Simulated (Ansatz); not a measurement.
# BClF radical (SMILES F[B]Cl): functionals against CCSD(T) at one geometry

How do the functionals fare away from a minimum? The structure is a structure displaced at random from a GFN2-xTB minimum.

Method: single points in def2-TZVPP; program: Ansatz 0.2.0, Gaussian basis.

Cores are frozen in the correlated methods. Orbitals are unrestricted.

## Step 1: The system as given

SMILES `F[B]Cl`, 3 atoms, charge 0, spin multiplicity 2.

Atoms are counted from 1 here; the program's logs count them from 0.

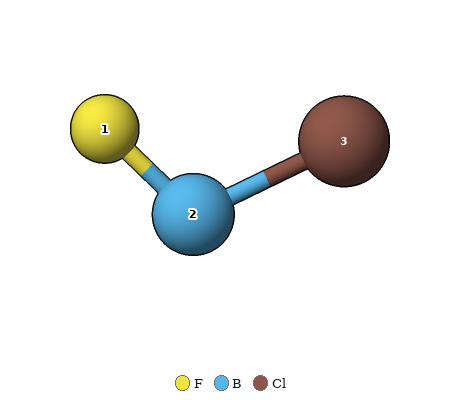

The starting geometry (fluorine yellow, boron blue, chlorine brown); atoms are numbered from 1 in the order of the file.

Coordinates:

```
F     0.3944    0.9660    0.6252
B    -0.4147    0.3172   -0.1546
Cl   -0.0216   -1.4030   -0.1419
```

## Step 2: CCSD(T)/def2-TZVPP

run/in.yaml reads:

```yaml
crystal:
  periodic: [false, false, false]
  atoms:
    - {symbol: F, position_ang: [0.394400, 0.966000, 0.625200]}
    - {symbol: B, position_ang: [-0.414700, 0.317200, -0.154600]}
    - {symbol: Cl, position_ang: [-0.021600, -1.403000, -0.141900]}
basis:
  gaussian: {orbitals: def2-TZVPP}
magnetization: {spin_polarized: true, initial_magnetization: 1}
correlation: {method: ccsd_t}
scf: {omitted_lower_state_checks: [cluster_reference]}
output: {forces: true}
```

The command line of these runs was not kept.

## Step 3: PBE0-D4/def2-TZVPP

Changes to run/in.yaml since step 2:

```diff
@@ -9,4 +9,3 @@
 magnetization: {spin_polarized: true, initial_magnetization: 1}
-correlation: {method: ccsd_t}
-scf: {omitted_lower_state_checks: [cluster_reference]}
-output: {forces: true}
+hamiltonian: {xc: pbe0, dispersion: d4}
+output: {forces: true, orbitals: {seedname: orbitals}}
```

## Step 4: wB97M-V/def2-TZVPP

Changes to run/in.yaml since step 3:

```diff
@@ -9,3 +9,3 @@
 magnetization: {spin_polarized: true, initial_magnetization: 1}
-hamiltonian: {xc: pbe0, dispersion: d4}
-output: {forces: true, orbitals: {seedname: orbitals}}
+hamiltonian: {xc: {name: wB97M-V}}
+output: {forces: true}
```

## Step 5: r2SCAN-D4/def2-TZVPP

Changes to run/in.yaml since step 4:

```diff
@@ -9,3 +9,3 @@
 magnetization: {spin_polarized: true, initial_magnetization: 1}
-hamiltonian: {xc: {name: wB97M-V}}
+hamiltonian: {xc: r2scan, dispersion: d4}
 output: {forces: true}
```

## Step 6: PBE-D4/def2-TZVPP

Changes to run/in.yaml since step 5:

```diff
@@ -9,3 +9,3 @@
 magnetization: {spin_polarized: true, initial_magnetization: 1}
-hamiltonian: {xc: r2scan, dispersion: d4}
+hamiltonian: {xc: pbe, dispersion: d4}
 output: {forces: true}
```

## Step 7: HSE06-D4/def2-TZVPP

Changes to run/in.yaml since step 6:

```diff
@@ -9,3 +9,3 @@
 magnetization: {spin_polarized: true, initial_magnetization: 1}
-hamiltonian: {xc: pbe, dispersion: d4}
+hamiltonian: {xc: hse06, dispersion: d4}
 output: {forces: true}
```

## Step 8: SPW92/def2-TZVPP

Changes to run/in.yaml since step 7:

```diff
@@ -9,3 +9,3 @@
 magnetization: {spin_polarized: true, initial_magnetization: 1}
-hamiltonian: {xc: hse06, dispersion: d4}
+hamiltonian: {xc: lda}
 output: {forces: true}
```

(Steps that only read results are left out.)

Before running it: what results should come out? Wanted: energy less free atoms, CCSD(T)/def2-TZVPP; RMS force component; RMS force error; HOMO and LUMO, PBE0-D4; T1 diagnostic.

As calculated:

| quantity | value |
| --- | --- |
| energy less free atoms, CCSD(T)/def2-TZVPP | -10.280 eV |
| RMS force component | 0.679 to 0.735 eV/Å over the methods |
| RMS force error | PBE0-D4 0.142, wB97M-V 0.074, r2SCAN-D4 0.033, PBE-D4 0.174, HSE06-D4 0.142, SPW92 0.213 eV/Å |
| HOMO and LUMO, PBE0-D4 | -7.45 and -2.64 eV |
| T1 diagnostic | 0.015 |

**Reading.** Against CCSD(T) the functionals' energies less atoms differ by -2.544 to -0.454 eV, PBE-D4 by -1.024 eV. CCSD(T) in triple zeta still lacks some correlation energy of the bonds, so part of these gaps is its own basis error and they don't rank the functionals. On forces the order runs from r2SCAN-D4 to SPW92. Frozen-core CCSD(T) forces in triple zeta carry basis errors of their own, and this is one geometry, so small gaps rank nothing.
